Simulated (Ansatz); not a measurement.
# Straining SnO2 (I4/m): density functionals against G0W0

Aim: how the gap of SnO2 (I4/m) follows strain, by a semilocal functional, a hybrid and G0W0.

Program: Ansatz 0.2.0. Level of theory: a semilocal functional, HSE06 and G0W0, plane waves, PAW. Results are calculated unless marked as measured.

**1. The starting structure**

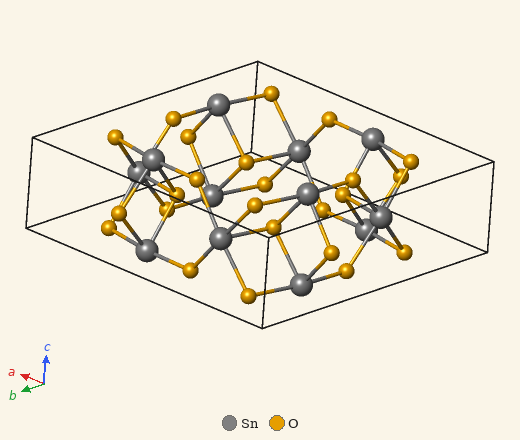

The starting structure, seen from a free direction (tin grey, oxygen orange). This picture shows the conventional cell, with its axes. Some periodic images of atoms are drawn too.

The start is the Materials Project's (PBE, PBE+U or r2SCAN) relaxed structure. This is not the form that SnO2 usually takes at ambient conditions.

**2. Unstrained: relaxing the ions**

A relaxation at this level of theory: leftover forces would pass straight into the levels.

This step: DFT, LDA, plane waves, PAW; PAW set soft_1.

The input, input.yaml:

```yaml
crystal:
  lattice:
    - [-5.37331, 5.37331, 1.616233]
    - [5.37331, -5.37331, 1.616233]
    - [5.37331, 5.37331, -1.616233]
  atoms:
    - { symbol: Sn, position: [0.3510765, 0.1689325, 0.520009] }
    - { symbol: Sn, position: [0.8310675, 0.3510765, 0.182144] }
    - { symbol: Sn, position: [0.1689325, 0.6489235, 0.817856] }
    - { symbol: Sn, position: [0.6489235, 0.8310675, 0.479991] }
    - { symbol: O, position: [0.1610445, 0.4570395, 0.618084] }
    - { symbol: O, position: [0.5429605, 0.1610445, 0.704005] }
    - { symbol: O, position: [0.4570395, 0.8389555, 0.295995] }
    - { symbol: O, position: [0.8389555, 0.5429605, 0.381916] }
    - { symbol: O, position: [0.8450715, 0.7943985, 0.63947] }
    - { symbol: O, position: [0.2056015, 0.8450715, 0.050673] }
    - { symbol: O, position: [0.1549285, 0.2056015, 0.36053] }
    - { symbol: O, position: [0.7943985, 0.1549285, 0.949327] }
kpoints:
  mp_grid: { grid: [6, 6, 6] }
hamiltonian:
  xc: lda
  pseudopotentials: { kind: paw, azcp: { folder: soft_1 }, xc_functional: pbe }
scf:
  occupations: { method: fermi_dirac, width: 0.02 }
relax:
  f_tol: 0.02
  max_steps: 60
output:
  write_density: true
  write_potential: true
  elf: true
  volumetric_format: npy
```

Run with:

```
$ ansatz run input.yaml --threads 2 --pin off --max-ram 92160MiB --backend cuda --events-out ev --progress --plain --runs-dir out --devices 1 --max-vram 13GiB
```

Numbers of over 12 decimals in the logs are rounded to 6 here.

What it wrote:

```text
basis.fft_grid_basis auto: the FFT boxes are laid along the combinations [[1, 1, 0], [0, 1, 0], [0, 0, 1]] of the cell's own vectors, 3.232, 7.769 and 7.769 Å long. The dense box has 24×54×54 points. Along the cell's own vectors, as sized, it would have 54×54×54, 2.25 times as many. Of the 8 symmetry operations that the crystal satisfies within crystal.symmetry.tolerance (time reversal apart; of a slab, those that ke [...]
GPUs: using 1 of 1 available (devices: 1).
Engine: ansatz 0.2.0, x86_64-unknown-linux-gnu
Pseudopotentials: kind: paw
Pseudopotential: Sn, paw, valence charge 14, recommended cutoff 420 eV (normal), soft_1/Sn.paw.azcp
Pseudopotential: O, paw, valence charge 6, recommended cutoff 420 eV (normal), soft_1/O.paw.azcp
Functional definition: SPW92
  exchange = slater_x
  correlation = pw_c
device memory: the entry about to start is reckoned to put 2.7 GiB on a device that reports 33.7 GiB free (of which the cap on the GPU budget leaves the run 13.0 GiB)
GPU FFT provider: cuFFT
GPU libraries: cuBLAS 13.8.2, cuFFT 12.4.0, cuSOLVER 12.3.4
Crystal: 12 atoms, lattice volume = 186.658 Å³
Basis set: ecut = 420 eV, 3645 PW (Γ), FFT grids on a1+a2, a2, a3
Bands: 64, of which v1, the nominal top of the filled ones, is band 52 counted from 1 (51 counted from 0)
Symmetry: 8 space group operations
Space group: I4/m (ITA 87), of the structure as read, at distance tolerance 5.7e-5 Å
k-points: 36 of 216
Non-local potential: Sn, projectors of the file, l = 0: 2, l = 1: 2, l = 2: 2, l = 3: 1
Non-local potential: O, projectors of the file, l = 0: 2, l = 1: 2, l = 2: 1
PAW form: soft (Blöchl's): semilocal exchange-correlation on the pseudo side does not see the compensation charge
PAW frozen core: Sn, regenerated for the run's functional, and the local potential with it (the file was generated under x = pbe(κ = 0.804, μ = 0.219515), c = pbe(β = 0.066725))
PAW frozen core: O, regenerated for the run's functional, and the local potential with it (the file was generated under x = pbe(κ = 0.804, μ = 0.219515), c = pbe(β = 0.066725))
PAW one-centre angular grid: Sn, 590 points (default); XC on 64 Gauss nodes
PAW one-centre angular grid: O, 110 points (default); XC on 64 Gauss nodes
Initial density: superposition of atomic densities (chi_scale 0.1, normalization cell, long waves kept (reshape's long-wave potential 0.27 eV rms))
Initial wavefunctions: pseudopotential atomic-orbital guess
GPU buffer pool allocated for 69984 grid points (all kernels)
GPU transforms: local potential and band sums: pruned to the plane-wave sphere, on 24×54×54
Functional: x = slater, c = lda
SCF iter   1: F=—  HF=-27960.682213 eV  |F-HF|=—  |Δ(HF+E_count)|=         —  Δρ=5.47e-2  dr2=4.17e0  ethr=3.10e-3  ⟨swp⟩=6.4  Hψ=9481  notcnv=0  defer=22
[...]
NSCF: frozen V_eff on 36 k-points
[...]
SCF converged after 5 iterations
Free energy (F): -27959.617191 eV
Harris-Foulkes:  -27959.617191 eV  (|F-HF|=6.19e-9)
Internal energy: -27959.617191 eV  (E = F + TS)
E sigma→0 (E₀):  -27959.617191 eV
Fermi energy:    5.691002 eV
--- Per-component energies (eV) ---
  E_band       = -666.912980
  E_kinetic    = 2022.993233
  E_local      = -11304.619524  (includes V_loc(G=0)·N_el)
  E_nonlocal   = 1034.109750
  E_hartree    = 5150.648219
  E_xc         = -1057.206013
  E_vxc        = -1042.564621  (∫ρ·V_xc dr)
  E_paw        = -18131.064887  (= ΣΔE_a)
  E_vpaw       = -1678.132300  (= ΣTr[D̂ρ^β])
  E_aug_tail   = 0.007736  (compensation charges beyond the density's cutoff)
  E_ewald      = -5676.960640
  E_core_change = 2.474936  (= ΣΔE_core)
  E_smearing   = -0.000000  (= −TS)
  E_closure    = -0.000000  (closes the sum)
  Σ components = -27959.617191   (vs F -27959.617191, Δ=0.00e0)
--- Forces (eV/Å), atoms counted from 1 ---
  atom   1  Sn    -0.00396527    -0.00210885     0.00000000
  atom   2  Sn    -0.00210885     0.00396527     0.00000000
  atom   3  Sn     0.00210885    -0.00396527     0.00000000
  atom   4  Sn     0.00396527     0.00210885    -0.00000000
  atom   5  O     -0.00035602    -0.00202285     0.00000000
  atom   6  O     -0.00202285     0.00035602     0.00000000
  atom   7  O      0.00202285    -0.00035602     0.00000000
  atom   8  O      0.00035602     0.00202285    -0.00000000
  atom   9  O      0.00332091    -0.00028847     0.00000000
  atom  10  O     -0.00028847    -0.00332091     0.00000000
  atom  11  O     -0.00332091     0.00028847     0.00000000
  atom  12  O      0.00028847     0.00332091     0.00000000
  max |Σ_I F_I| component: 1.73e-18 eV/Å
--- Band table (eV; the first three rows and the last of 36) ---
  k-point 0: bands = [... 48 lower, 4.2863, 4.5704, 4.5908, 4.5908, 6.4859, 9.4656, 9.4656, 9.8542, ... 8 higher]
  k-point 1: bands = [... 48 lower, 4.2800, 4.4474, 4.5909, 4.6990, 6.6945, 9.1761, 9.5117, 10.0097, ... 8 higher]
  k-point 2: bands = [... 48 lower, 4.2611, 4.3288, 4.5929, 4.7748, 7.1708, 8.6777, 9.6066, 10.1525, ... 8 higher]
  k-point 35: bands = [... 48 lower, 4.2379, 4.2379, 4.6301, 4.8483, 8.4629, 8.4629, 8.7257, 10.1991, ... 8 higher]
--- Relaxed structure (5 steps of the walk, 5 accepted, 0 SCFs on fresh bases) ---
  F+E_penalty+E_count = -27959.61719102 eV   max|allowed force component| = 3.965e-3 eV/Å
  atoms:
    - { symbol: Sn, position: [0.348228, 0.163863, 0.512091] }
    - { symbol: Sn, position: [0.836137, 0.348228, 0.184364] }
    - { symbol: Sn, position: [0.163863, 0.651772, 0.815636] }
    - { symbol: Sn, position: [0.651772, 0.836137, 0.487909] }
    - { symbol: O, position: [0.160058, 0.460279, 0.620337] }
    - { symbol: O, position: [0.539721, 0.160058, 0.699778] }
    - { symbol: O, position: [0.460279, 0.839942, 0.300222] }
    - { symbol: O, position: [0.839942, 0.539721, 0.379663] }
    - { symbol: O, position: [0.841741, 0.785212, 0.626953] }
    - { symbol: O, position: [0.214788, 0.841741, 0.056529] }
    - { symbol: O, position: [0.158259, 0.214788, 0.373047] }
    - { symbol: O, position: [0.785212, 0.158259, 0.943471] }
```

Run time: 39 s. Hardware: 1 × NVIDIA H100 80GB HBM3 (shared by 6 runs) with 2 threads of AMD EPYC 7R13 (Zen 3), shared host; peak memory 1.1 GiB; 69 s of CPU time.

Relaxation path:

| step | energy less that of the first step (eV) | largest force component (eV/Å) |
| --- | --- | --- |
| 1 | 0.0000 | 0.7036 |
| 2 | -0.1308 | 0.4620 |
| 3 | -0.1719 | 0.1458 |
| 4 | -0.1766 | 0.0215 |
| 5 | -0.1769 | 0.0040 |

Forces are held to the 8 operations that the run works with; a distortion that breaks them can't arise in this run.

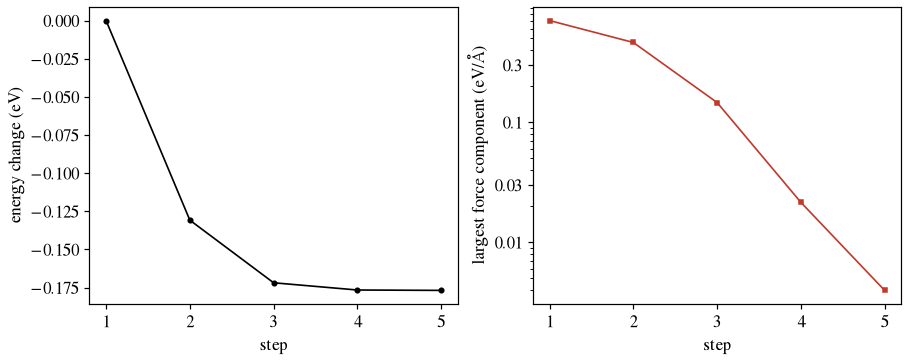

Energy and largest force along the relaxation.

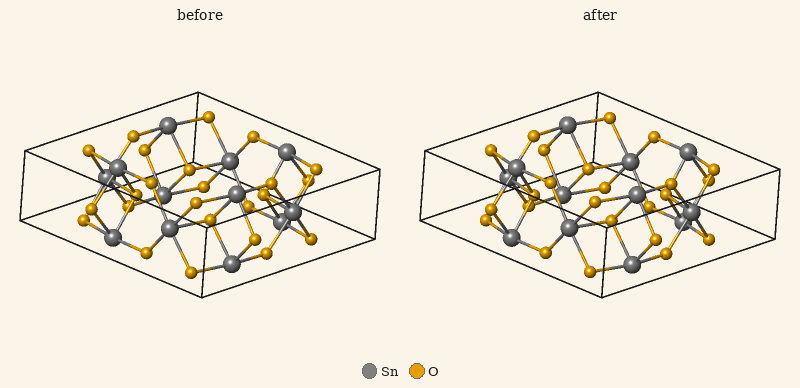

The structure before and after the relaxation, drawn at the same scale.

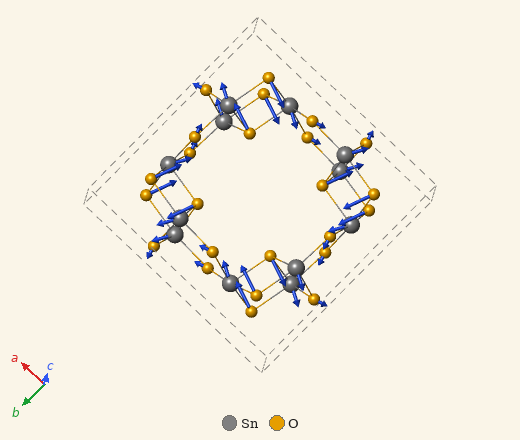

Displacements in the relaxation, exaggerated; the longest in the cell stands for 0.11 Å. Some periodic images of atoms are drawn too.

The atoms that moved most (Å):

```
atom      dx      dy     dz  length
 O12   0.036  -0.099  0.000   0.105
 O10  -0.036   0.099  0.000   0.105
  O9  -0.099  -0.036  0.000   0.105
 O11   0.099   0.036  0.000   0.105
 Sn1  -0.054  -0.031  0.000   0.062
 Sn4   0.054   0.031  0.000   0.062
 Sn2  -0.031   0.054  0.000   0.062
 Sn3   0.031  -0.054  0.000   0.062
```

**3. Unstrained: relaxing the ions**

input.yaml, the sections that differ from step 2:

```yaml
crystal:
  lattice:
    - [-5.37331, 5.37331, 1.616233]
    - [5.37331, -5.37331, 1.616233]
    - [5.37331, 5.37331, -1.616233]
  atoms:
    - { symbol: Sn, position: [0.3482276756, 0.1638634948, 0.5120911704] }
    - { symbol: Sn, position: [0.8361365052, 0.3482276756, 0.1843641807] }
    - { symbol: Sn, position: [0.1638634948, 0.6517723244, 0.8156358193] }
    - { symbol: Sn, position: [0.6517723244, 0.8361365052, 0.4879088296] }
    - { symbol: O, position: [0.1600576845, 0.4602794889, 0.6203371734] }
    - { symbol: O, position: [0.5397205111, 0.1600576845, 0.6997781955] }
    - { symbol: O, position: [0.4602794889, 0.8399423155, 0.3002218045] }
    - { symbol: O, position: [0.8399423155, 0.5397205111, 0.3796628266] }
    - { symbol: O, position: [0.8417413048, 0.7852120737, 0.6269533785] }
    - { symbol: O, position: [0.2147879263, 0.8417413048, 0.0565292311] }
    - { symbol: O, position: [0.1582586952, 0.2147879263, 0.3730466215] }
    - { symbol: O, position: [0.7852120737, 0.1582586952, 0.9434707689] }
relax:
  f_tol: 0.01
# kpoints, hamiltonian, scf, output: as in step 2
```

What it wrote:

```text
[...]
GPUs: using 1 of 1 available (devices: 1).
[...]
GPU FFT provider: cuFFT
GPU libraries: cuBLAS 13.8.2, cuFFT 12.4.0, cuSOLVER 12.3.4
Crystal: 12 atoms, lattice volume = 186.658 Å³
Basis set: ecut = 420 eV, 3645 PW (Γ), FFT grids on a1+a2, a2, a3
Bands: 64, of which v1, the nominal top of the filled ones, is band 52 counted from 1 (51 counted from 0)
Symmetry: 8 space group operations
[...]
k-points: 36 of 216
[...]
GPU buffer pool allocated for 69984 grid points (all kernels)
[...]
SCF iter   1: F=—  HF=-27961.044328 eV  |F-HF|=—  |Δ(HF+E_count)|=         —  Δρ=5.68e-2  dr2=4.81e0  ethr=3.10e-3  ⟨swp⟩=6.3  Hψ=9235  notcnv=0  defer=21
[...]
SCF iter   9: F=-27959.617190 eV  HF=-27959.617190 eV  |F-HF|=2.60e-7  |Δ(HF+E_count)|=   2.30e-6  Δρ=3.61e-5  dr2=2.47e-6  ethr=2.40e-9  ⟨swp⟩=13.2  Hψ=27262  notcnv=0
SCF 1 converged in 9 iterations: F = -27959.617190 eV  dr2 = 2.47e-6
[...]
relax step   1: F+E_penalty+E_count = -27959.61718951 eV  Δ(F+E_penalty+E_count) = +0.000e0 eV  max|allowed force component| = 4.088e-3 eV/Å  Δτ_max = 0.0000 Å  (9 SCF iters, dr2 threshold 2.50e-6 eV, accepted)
[...]
GPU FFT provider: cuFFT
GPU libraries: cuBLAS 13.8.2, cuFFT 12.4.0, cuSOLVER 12.3.4
[...]
GPU buffer pool allocated for 69984 grid points (all kernels)
[...]
SCF 2 converged in 4 iterations: F = -27959.617191 eV  dr2 = 7.14e-9
[...]
relax step   2: F+E_penalty+E_count = -27959.61719103 eV  Δ(F+E_penalty+E_count) = -1.518e-6 eV  max|allowed force component| = 3.923e-3 eV/Å  Δτ_max = 0.0000 Å  (4 SCF iters, accepted)
[...]
NSCF: frozen V_eff on 36 k-points
[...]
SCF converged after 4 iterations
Free energy (F): -27959.617191 eV
[...]
Internal energy: -27959.617191 eV  (E = F + TS)
E sigma→0 (E₀):  -27959.617191 eV
Fermi energy:    5.691001 eV
[...]
--- Forces (eV/Å), atoms counted from 1 ---
  atom   1  Sn    -0.00392343    -0.00214263    -0.00000000
  atom   2  Sn    -0.00214263     0.00392343     0.00000000
  atom   3  Sn     0.00214263    -0.00392343     0.00000000
  atom   4  Sn     0.00392343     0.00214263    -0.00000000
  atom   5  O     -0.00035016    -0.00200123     0.00000000
  atom   6  O     -0.00200123     0.00035016     0.00000000
  atom   7  O      0.00200123    -0.00035016     0.00000000
  atom   8  O      0.00035016     0.00200123    -0.00000000
  atom   9  O      0.00333836    -0.00025950     0.00000000
  atom  10  O     -0.00025950    -0.00333836     0.00000000
  atom  11  O     -0.00333836     0.00025950     0.00000000
  atom  12  O      0.00025950     0.00333836     0.00000000
  max |Σ_I F_I| component: 9.76e-19 eV/Å
--- Band table (eV; the first three rows and the last of 36) ---
  k-point 0: bands = [... 48 lower, 4.2863, 4.5704, 4.5908, 4.5908, 6.4859, 9.4656, 9.4656, 9.8542, ... 8 higher]
  k-point 1: bands = [... 48 lower, 4.2800, 4.4474, 4.5909, 4.6990, 6.6945, 9.1761, 9.5117, 10.0097, ... 8 higher]
  k-point 2: bands = [... 48 lower, 4.2612, 4.3288, 4.5930, 4.7748, 7.1708, 8.6776, 9.6066, 10.1525, ... 8 higher]
  k-point 35: bands = [... 48 lower, 4.2379, 4.2379, 4.6301, 4.8483, 8.4629, 8.4629, 8.7257, 10.1991, ... 8 higher]
--- Relaxed structure (2 steps of the walk, 2 accepted, 0 SCFs on fresh bases) ---
  F+E_penalty+E_count = -27959.61719103 eV   max|allowed force component| = 3.923e-3 eV/Å
  atoms:
    - { symbol: Sn, position: [0.348228, 0.163863, 0.5120911704] }
    - { symbol: Sn, position: [0.836136505175, 0.348228, 0.184364] }
    - { symbol: Sn, position: [0.163863, 0.651772, 0.815636] }
    - { symbol: Sn, position: [0.651772, 0.836137, 0.487909] }
    - { symbol: O, position: [0.160057684475, 0.460279, 0.6203371734] }
    - { symbol: O, position: [0.539721, 0.160058, 0.69977819555] }
    - { symbol: O, position: [0.460279, 0.839942315525, 0.30022180445] }
    - { symbol: O, position: [0.839942315525, 0.539720511075, 0.379663] }
    - { symbol: O, position: [0.8417413048, 0.785212, 0.6269533785] }
    - { symbol: O, position: [0.214788, 0.8417413048, 0.056529] }
    - { symbol: O, position: [0.1582586952, 0.214788, 0.3730466215] }
    - { symbol: O, position: [0.785212, 0.158259, 0.943471] }
```

Wall time 20 s (1 × NVIDIA H100 80GB HBM3 (shared by 6 runs) with 2 threads); peak memory 1.1 GiB; 30 s of CPU time.

Hardly anything moved in the relaxation; the energy changed by under 0.2 meV an atom.

**4. Unstrained: LDA**

The input, input.yaml:

```yaml
crystal:
  lattice:
    - [-5.37331, 5.37331, 1.616233]
    - [5.37331, -5.37331, 1.616233]
    - [5.37331, 5.37331, -1.616233]
  atoms:
    - { symbol: Sn, position: [0.3482276756, 0.1638634948, 0.5120911704] }
    - { symbol: Sn, position: [0.8361365052, 0.3482276756, 0.1843641808] }
    - { symbol: Sn, position: [0.1638634948, 0.6517723244, 0.8156358192] }
    - { symbol: Sn, position: [0.6517723244, 0.8361365052, 0.4879088296] }
    - { symbol: O, position: [0.1600576845, 0.4602794889, 0.6203371734] }
    - { symbol: O, position: [0.5397205111, 0.1600576845, 0.6997781956] }
    - { symbol: O, position: [0.4602794889, 0.8399423155, 0.3002218044] }
    - { symbol: O, position: [0.8399423155, 0.5397205111, 0.3796628266] }
    - { symbol: O, position: [0.8417413048, 0.7852120737, 0.6269533785] }
    - { symbol: O, position: [0.2147879263, 0.8417413048, 0.0565292311] }
    - { symbol: O, position: [0.1582586952, 0.2147879263, 0.3730466215] }
    - { symbol: O, position: [0.7852120737, 0.1582586952, 0.9434707689] }
kpoints:
  mp_grid: { grid: [8, 8, 8] }
  band_path:
    path:
      - [0.0, 0.0, 0.0]
      - [-0.5, 0.5, 0.0]
      - [-0.5, 0.5, 0.5]
      - [-0.27261852, -0.27261852, 0.27261852]
      - [-0.72738148, 0.27261852, 0.72738148]
      - [-0.75, 0.25, 0.25]
      - [-0.5, 0.0, 0.5]
      - [-0.522738148, 0.477261852, 0.522738148]
      - [-0.05, 0.05, 0.0]
    npoints: 1
hamiltonian:
  xc: lda
  pseudopotentials: { kind: paw, azcp: { folder: soft_1 }, xc_functional: pbe }
scf:
  occupations: { method: fermi_dirac, width: 0.02 }
  n_extra_bands: 8
output:
  eigenvalues: true
  forces: true
  stress: true
  write_density: true
  write_potential: true
  elf: true
  volumetric_format: npy
```

What it wrote:

```text
[...]
GPUs: using 1 of 1 available (devices: 1).
[...]
GPU FFT provider: cuFFT
GPU libraries: cuBLAS 13.8.2, cuFFT 12.4.0, cuSOLVER 12.3.4
Crystal: 12 atoms, lattice volume = 186.658 Å³
Basis set: ecut = 420 eV, 3645 PW (Γ), FFT grids on a1+a2, a2, a3
Bands: 60, of which v1, the nominal top of the filled ones, is band 52 counted from 1 (51 counted from 0)
Symmetry: 8 space group operations
[...]
k-points: 78 of 512
[...]
GPU buffer pool allocated for 69984 grid points (all kernels)
[...]
SCF iter   1: F=—  HF=-27961.043791 eV  |F-HF|=—  |Δ(HF+E_count)|=         —  Δρ=5.68e-2  dr2=4.81e0  ethr=3.10e-3  ⟨swp⟩=6.7  Hψ=18286  notcnv=0
[...]
SCF iter  10: F=-27959.617906 eV  HF=-27959.617906 eV  |F-HF|=6.55e-8  |Δ(HF+E_count)|=   1.09e-6  Δρ=3.85e-6  dr2=3.16e-8  ethr=9.62e-11  ⟨swp⟩=23.2  Hψ=57914  notcnv=0
SCF 1 converged in 10 iterations: F = -27959.617906 eV  dr2 = 3.16e-8
[...]
SCF converged after 10 iterations
Free energy (F): -27959.617906 eV
[...]
Internal energy: -27959.617906 eV  (E = F + TS)
E sigma→0 (E₀):  -27959.617906 eV
Fermi energy:    5.700207 eV
[...]
--- Forces (eV/Å), atoms counted from 1 ---
  atom   1  Sn    -0.00362264    -0.00251974     0.00000000
  atom   2  Sn    -0.00251974     0.00362264     0.00000000
  atom   3  Sn     0.00251974    -0.00362264     0.00000000
  atom   4  Sn     0.00362264     0.00251974     0.00000000
  atom   5  O     -0.00043904    -0.00207934    -0.00000000
  atom   6  O     -0.00207934     0.00043904     0.00000000
  atom   7  O      0.00207934    -0.00043904     0.00000000
  atom   8  O      0.00043904     0.00207934     0.00000000
  atom   9  O      0.00322777    -0.00035927     0.00000000
  atom  10  O     -0.00035927    -0.00322777     0.00000000
  atom  11  O     -0.00322777     0.00035927     0.00000000
  atom  12  O      0.00035927     0.00322777    -0.00000000
  max |Σ_I F_I| component: 4.34e-19 eV/Å
--- Stress (GPa, compression-positive) ---
       -4.302079       0.000000       0.000000
       -0.000000      -4.302079      -0.000000
        0.000000      -0.000000      -7.074428
  P = ⅓ Tr σ = -5.2262 GPa (-52.262 kbar)
--- Band table (eV; the first three rows and the last of 78) ---
  k-point 0: bands = [... 48 lower, 4.2861, 4.5702, 4.5907, 4.5907, 6.4858, 9.4655, 9.4655, 9.8541, ... 4 higher]
  k-point 1: bands = [... 48 lower, 4.2825, 4.4800, 4.5906, 4.6726, 6.6071, 9.2826, 9.4924, 9.9607, ... 4 higher]
  k-point 2: bands = [... 48 lower, 4.2719, 4.3845, 4.5916, 4.7430, 6.9161, 8.9348, 9.5585, 10.0933, ... 4 higher]
  k-point 77: bands = [... 48 lower, 4.2377, 4.2377, 4.6301, 4.8482, 8.4628, 8.4628, 8.7256, 10.1990, ... 4 higher]
```

The job ended after 32 s (1 × NVIDIA H100 80GB HBM3 (shared by 6 runs) with 2 threads; peak memory 1.2 GiB; 46 s of CPU time).

This step gave:

```
pressure             : -5.226 GPa
gap                  : 1.637 eV
valence top at       : k = (-0.523, 0.477, 0.523)
conduction bottom at : Γ
least direct gap     : 1.886 eV
```

The gap is indirect, with the least direct gap 0.25 eV higher. The pressure of -5 GPa says that this functional would shrink the cell; it is kept.

[end of part 1 of 5]

[Paths, hosts, dates, memory and timing lines, banners, echoed tables and standing remarks are left out of the program output.]

[Logs are printed without paths, hosts, clocks, repeated set-up lines and the standing remarks that a program may print on its own settings, such as how far it seeks lower states.]

[Runs of the session that timed out or met a known fault of the program may be left out.]

[Cells called generated may have been cut or substituted from an entry of the Crystallography Open Database or the Materials Project.]

[Hosts, paths, dates, database ids (printed as entryN), source tags and the programs' standing remarks are cut or masked in the printed files.]
